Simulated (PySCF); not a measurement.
```tsv
atom	x (Å)	y (Å)	z (Å)
O	0.6472	0.0919	-0.1526
O	-0.6361	-0.0868	0.0960
```

Geometry: PBE0-D3(BJ)/ma-def2-SVP.

Theory: DFT single point, gas phase, functional wB97X in PySCF 2.14.0, density-fitted response routines.

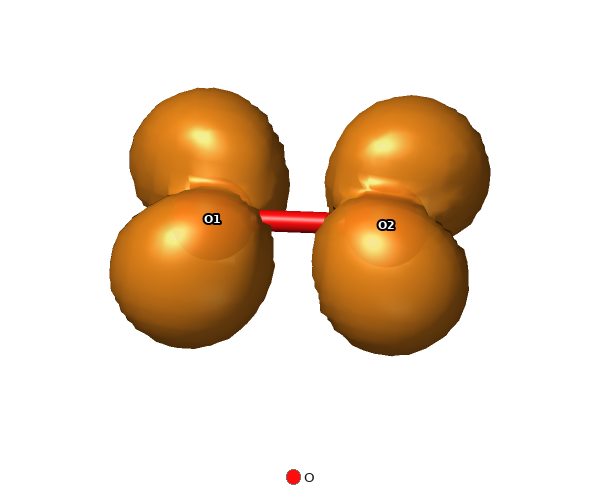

O2 (SMILES [O][O-]) (charge −1, doublet). Isosurfaces of the spin density at +0.05 (orange) and −0.05 e/Å³ (purple), seen from one side.

Where is the unpaired spin?

The unpaired spin (1 electron) lies mostly on O1 (about 0.5) and O2 (about 0.5), in electrons by Hirshfeld's partition. Only one sign reaches the isovalue.
